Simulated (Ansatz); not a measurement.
Bands of a (12,0) silicon nanotube, along its axis.

All values below come from PBE (plane waves to 420 eV, PAW; Ansatz, a quantum-chemistry and plane-wave program). Mesh 1×1×12. No spin polarisation. It repeats along c; a and b span vacuum. A hypothetical model, rolled from the flat sheet. Only distortions within the start's symmetry and period were free.

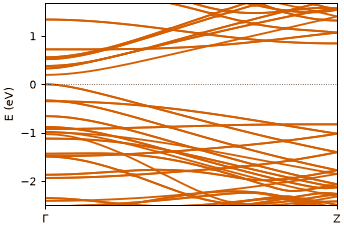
Fig. 1. Bands from the zone centre to the zone edge (period 6.69 Å); the dotted line marks the highest filled level

**Question.** Is it a metal or a semiconductor at this level? Give what the bands show.

**Answer.** A semiconductor in PBE.
```
Property                 Value
--------  --------------------
PBE gap   0.19 eV, direct at Γ
```
